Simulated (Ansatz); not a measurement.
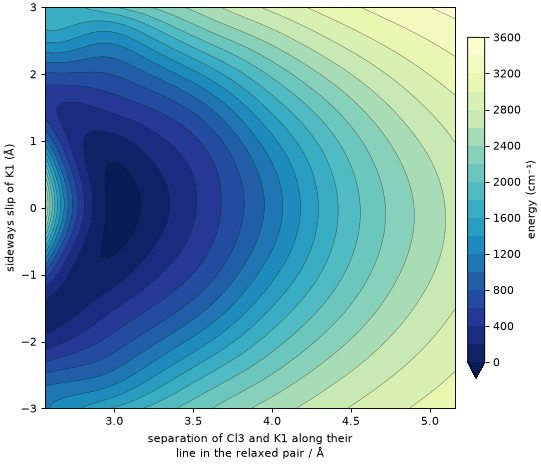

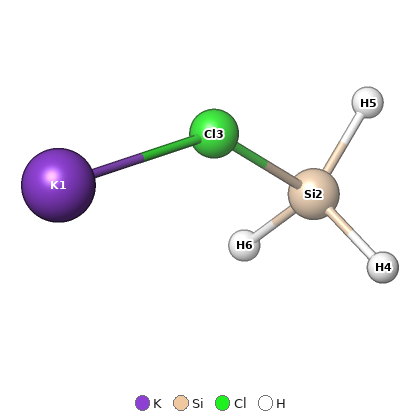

Energy landscape of ClH₃KSi, charge +1. First axis: separation of Cl3 and K1 along their line in the relaxed pair. Second axis: sideways slip of K1. Nothing is relaxed (both partners rigid). The grid has 9 × 9 points. Points are written as (first, second). All energies are given in cm⁻¹ relative to the lowest grid point. Level of theory: RKS PBE0-D4/def2-SVPD (Ansatz).

Drawn: filled contours. Between grid points the surface is interpolated. The second picture is the structure at the lowest point.

Q: What does the map say about the system?

A: The lowest grid point is at (2.935 Å, −0.75 Å). The highest grid point, (5.161 Å, 3.00 Å), lies 3460 cm⁻¹ above the lowest.

The input of one point:

```yaml
crystal:
  periodic: [false, false, false]
  atoms:
    - { symbol: K, position_ang: [-1.200095, -1.44045, -3.544445] }
    - { symbol: Si, position_ang: [0.205215, 0.348972, 0.846407] }
    - { symbol: Cl, position_ang: [-1.072927, -0.258898, -0.757962] }
    - { symbol: H, position_ang: [0.992143, -0.857789, 1.197138] }
    - { symbol: H, position_ang: [-0.720374, 0.789431, 1.913887] }
    - { symbol: H, position_ang: [1.039805, 1.440048, 0.288718] }
total_charge: 1
basis:
  gaussian: { orbitals: def2-SVPD }
hamiltonian:
  xc: pbe0
  dispersion: d4
output:
  forces: true
```

Each point was launched as `ansatz run input.yaml --threads 1 --pin off --max-ram 2560MiB --backend cpu --events-out ev --progress --plain --runs-dir out`. Time for the 81 points that were run: 7.7 min on 1 thread of Arm Neoverse V1 (shared host).
